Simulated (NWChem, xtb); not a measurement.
A ladder of methods for InCl2F (SMILES [F][In]([Cl])[Cl])

The species is InCl2F (4 atoms), meant as a singlet with charge 0. As SMILES, `[F][In]([Cl])[Cl]`. The coordinates come from a PBE0-D4/def2-TZVP relaxation.

Quantity: the electronic atomisation energy, in eV. The values are calculated. Electronic energies at fixed atoms, without zero-point motion or spin-orbit coupling.

```tsv
level	kind	program	value (eV)	less CCSD(T)/def2-SVP
GFN0-xTB	semi-empirical	xtb	13.54	+3.45
GFN1-xTB	semi-empirical	xtb	15.15	+5.06
HF/def2-SVP (core potential)	Hartree–Fock	NWChem	7.51	-2.58
SVWN5/def2-SVP (core potential)	LDA	NWChem	12.87	+2.78
PBE/def2-SVP (core potential)	GGA	NWChem	11.06	+0.97
B3LYP/def2-SVP (core potential)	global hybrid	NWChem	10.29	+0.20
MP2/def2-SVP (core potential)	perturbation theory	NWChem	10.81	+0.72
CCSD(T)/def2-SVP (core potential)	coupled cluster or CI	NWChem	10.09	0.00
```

Differences are taken from CCSD(T)/def2-SVP (core potential) for orientation; it has basis-set and higher-order errors of its own. The values span 7.51 to 15.15 eV. The xTB rows lack spin polarisation, so open shells miss the exchange term that lowers them. In the correlated wave-function rows the outer d shell of In is correlated, in sets not made for it.

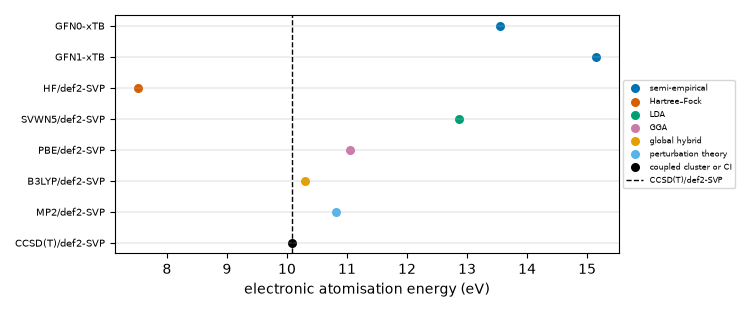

The values of the table, level by level.
